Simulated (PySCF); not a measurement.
## Electronic structure of C₅H₁₃BOS in real space

```yaml
atoms:
  - { symbol: C, position_ang: [3.1198, 0.5905, 1.2063] }
  - { symbol: C, position_ang: [1.9211, 0.5589, 0.2676] }
  - { symbol: O, position_ang: [1.1289, -0.5763, 0.5624] }
  - { symbol: B, position_ang: [0.1003, -1.0243, -0.1433] }
  - { symbol: C, position_ang: [-0.4419, -0.3999, -1.5151] }
  - { symbol: C, position_ang: [-1.9518, -0.1701, -1.5593] }
  - { symbol: S, position_ang: [-2.4836, 1.2568, -0.5548] }
  - { symbol: C, position_ang: [-2.4655, 0.5209, 1.1011] }
  - { symbol: H, position_ang: [2.7850, 0.6309, 2.2393] }
  - { symbol: H, position_ang: [3.7204, -0.3056, 1.0731] }
  - { symbol: H, position_ang: [3.7322, 1.4629, 0.9965] }
  - { symbol: H, position_ang: [2.2606, 0.5173, -0.7739] }
  - { symbol: H, position_ang: [1.3134, 1.4629, 0.3980] }
  - { symbol: H, position_ang: [-0.4043, -1.9891, 0.3049] }
  - { symbol: H, position_ang: [-0.2039, -1.1098, -2.3143] }
  - { symbol: H, position_ang: [0.0456, 0.5413, -1.7773] }
  - { symbol: H, position_ang: [-2.2802, 0.0774, -2.5694] }
  - { symbol: H, position_ang: [-2.5036, -1.0416, -1.2081] }
  - { symbol: H, position_ang: [-3.1885, -0.2896, 1.1432] }
  - { symbol: H, position_ang: [-2.7441, 1.3068, 1.7958] }
  - { symbol: H, position_ang: [-1.4689, 0.1513, 1.3267] }
```

Geometry: GFN2-xTB.

Method: PBE0/pcSseg-1, SCF density, gas phase, non-relativistic in PySCF.

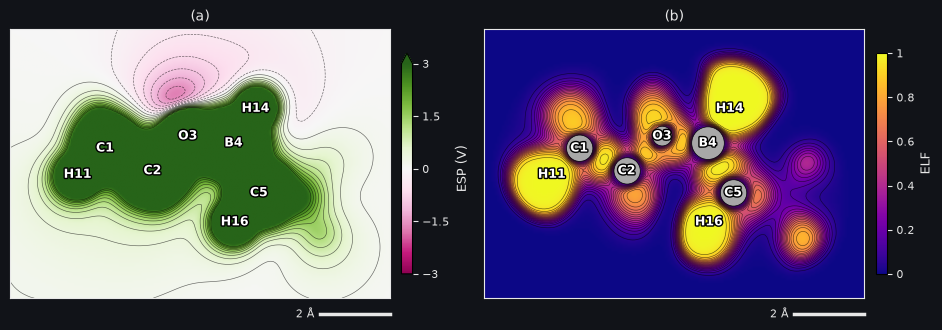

Figure 1. (a) electrostatic potential; (b) ELF on the plane of atoms O3, B4 and C5. Grey discs cover the atomic cores in the ELF map.

Question: Read the bonding off the picture.

Answer: Atoms in the plane: C, O, B and H. B–O (1.33 Å): the ELF peaks at about 0.90 between the atoms: a short, strongly polar bond. C–O (1.42 Å): the ELF peaks at about 0.90 between the atoms; a shared but strongly polarised pair. C–C (1.52 Å): the ELF peaks at about 0.95 between the atoms, as expected for localised, covalent bonding. C–B (1.60 Å): the ELF peaks at about 1 between the atoms: a covalent bond. C–H (1.09 Å): the ELF climbs to about 1 towards the hydrogen, as it does in any bond to H (an ordinary covalent bond to hydrogen). The ELF also peaks beside O3, away from the bonds: lone-pair regions. Outside the dense part of the molecule the potential is most negative (−1.7 V) near O3.

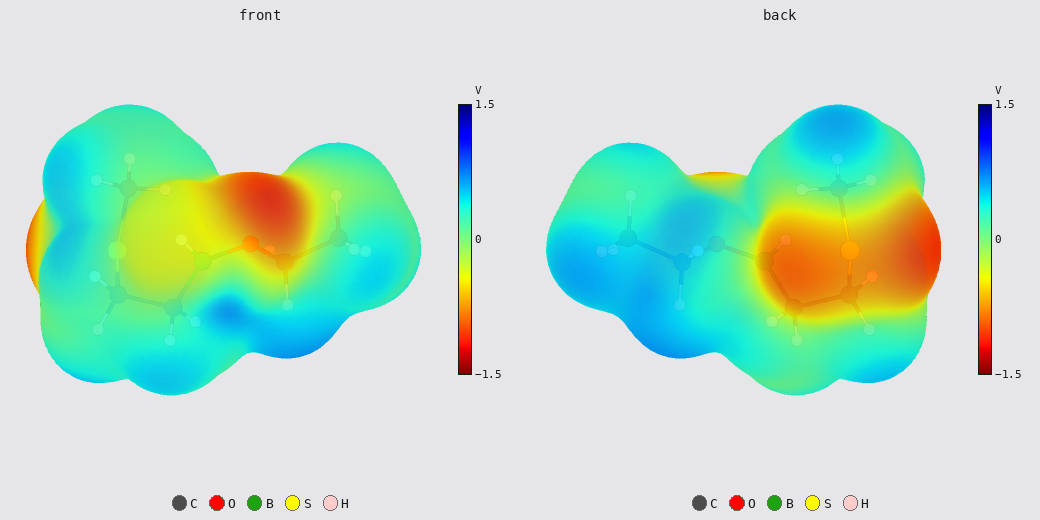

Figure 2. The molecular electrostatic potential painted on the density surface at 0.001 e/bohr³, seen from the front and from behind; red is negative and blue positive.

Question: Where is the surface potential most negative and most positive?

Answer: The most negative region (about −1.1 V, or −25 kcal/mol for a unit charge) lies over O3 and S7, the most positive (about +0.7 V, or +16 kcal/mol for a unit charge) over the B, C and H atoms.

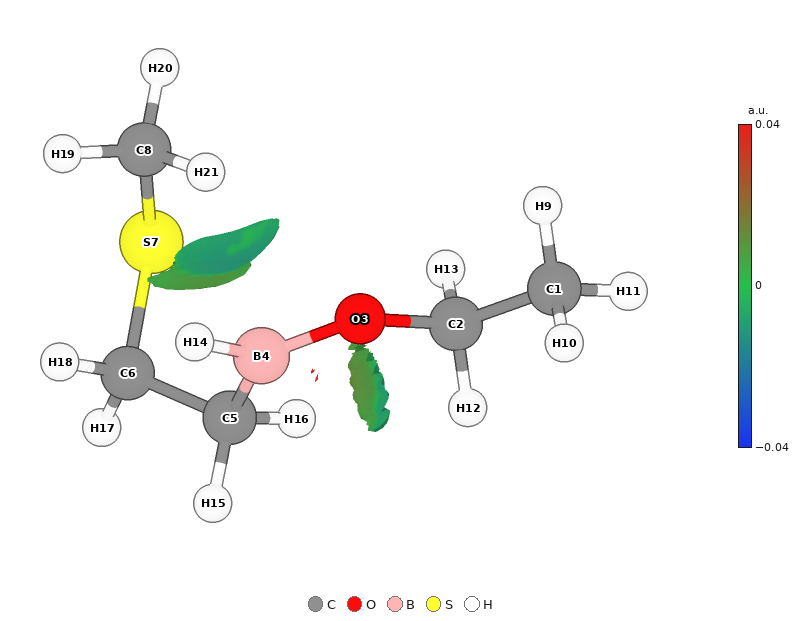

Figure 3. Non-covalent interaction (NCI) plot: the surface where the reduced density gradient is 0.6, for densities under 0.05 a.u., coloured by sign(λ₂)ρ; seen at a tilt.

Question: Identify the weak interactions.

Answer: Between H21 on one side and B4 on the other: a weak contact, attractive (blue-green) on one side and crowded (olive to red) on the other; between H16 and C5 on one side and C2 and H12 on the other: a weak contact, attractive (blue-green) on one side and crowded (olive to red) on the other.
